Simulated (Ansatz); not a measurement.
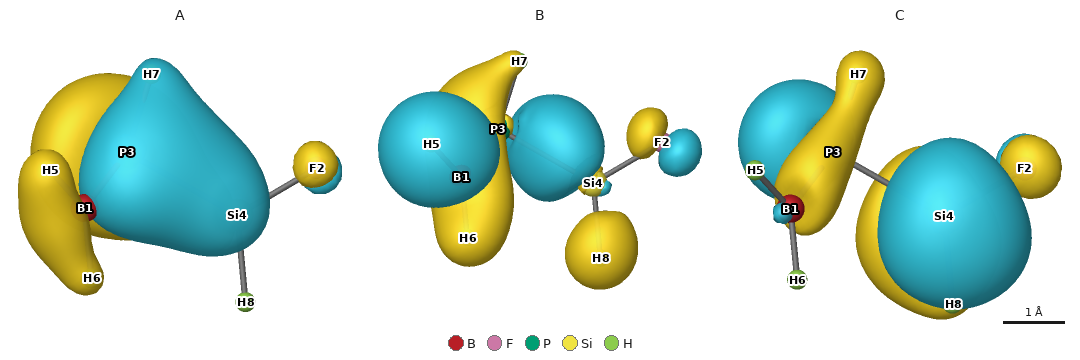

*BFH4PSi (charge +1). Three frontier orbitals at ±0.1 Å⁻³ᐟ² (yellow and cyan are the two phases), in no order.*

Geometry: B3LYP-D3(BJ)/6-311G**.

Method: isolated molecule in a Gaussian basis; Kohn-Sham density functional theory, functional PBE0 (Ansatz).

```xyz
8

B    -1.4206    2.1933   -0.8696
F    -0.6878   -1.8655    0.7540
P    -0.0421    0.8755   -0.8425
Si   -1.2122   -0.8348   -0.3163
H    -1.1453    3.2634   -0.4553
H    -2.4501    1.9000   -1.3723
H     0.8180    1.0338    0.2664
H    -2.4451   -1.2530   -0.9956
```

Order the three orbitals by energy and name them.

Answer. B is the HOMO−1 (−15.00 eV). It lies mainly on B1 (about 25 %), P3 (about 25 %), H5 (about 20 %) and Si4 (about 15 %). A is the HOMO (−13.83 eV). It lies mainly on P3 (about 60 %), Si4 (about 15 %) and B1 (about 15 %). C is the LUMO (−8.29 eV). It lies mainly on Si4 (about 60 %), P3 (about 20 %) and F2 (about 5 %).

What is the HOMO–LUMO gap?

Answer. 5.54 eV between the orbital energies.
